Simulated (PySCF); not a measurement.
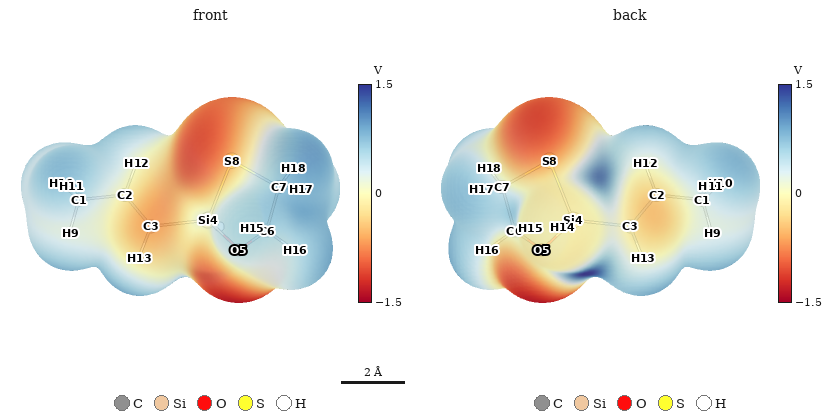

Figure 1: C5H10OSSi. The molecular electrostatic potential painted on the density surface at 0.002 e/bohr³, seen from the front and from behind; the colour scale runs from red (negative) to blue (positive).

Geometry: GFN2-xTB.

Theory: PBE0/pcSseg-1, SCF density, gas phase, non-relativistic in PySCF.

```tsv
atom	x (Å)	y (Å)	z (Å)
C	3.5269	0.0248	0.0063
C	2.0728	-0.2767	0.1167
C	1.2437	-0.4130	-0.9123
Si	-0.5648	-0.8611	-0.7760
O	-1.5692	0.1214	-1.6101
C	-2.4694	0.9159	-0.8894
C	-2.8509	0.2422	0.4201
S	-1.3385	-0.4202	1.1871
H	3.8270	0.1447	-1.0320
H	4.1054	-0.7846	0.4517
H	3.7648	0.9356	0.5549
H	1.6956	-0.3896	1.1255
H	1.6411	-0.3052	-1.9139
H	-0.9007	-2.2277	-1.1614
H	-2.0038	1.8880	-0.6893
H	-3.3559	1.0677	-1.5130
H	-3.5242	-0.5963	0.2426
H	-3.3087	0.9406	1.1160
```

Question: Describe the electrostatic potential map.

Answer: The most negative region (about −1.3 V) lies over O5, the most positive (about +1.3 V) over Si4. O5 is the likeliest acceptor of a hydrogen bond.

Question: What dipole moment does the calculation give?

Answer: Its dipole moment is 1.00 D.
